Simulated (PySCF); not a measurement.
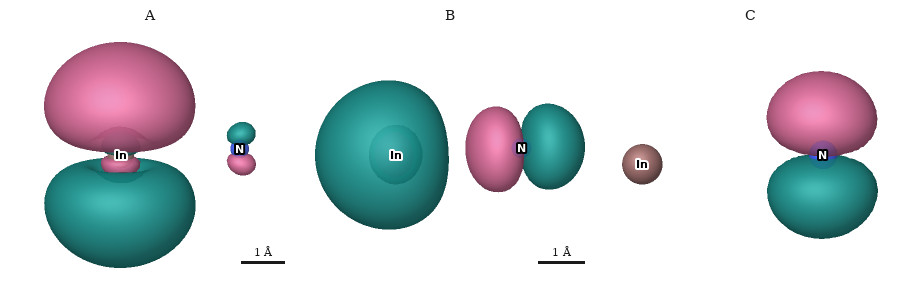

Figure. InN (charge +1, quartet). Three frontier α-spin orbitals, each drawn at the value that holds 80 % of its norm (teal and pink are the two phases), in no order; of a degenerate pair one member is drawn.

Core potentials replace the inner electrons of In.

These are results of PBE0/def2-TZVPPD, non-relativistic Hamiltonian with scalar-relativistic core potentials where named, at a bond length of 2.858 Å (PySCF 2.14.0), not measurements.

Q: Label each orbital by symmetry, say whether it is occupied, and order them by energy.

A: Orbital C: π, occupied in this spin, −15.44 eV; almost wholly on N.
Orbital B: σ, occupied in this spin, −14.69 eV; shared between the atoms (In 55 %, N 45 %).
Orbital A: π, empty in this spin, −7.44 eV; almost wholly on In.
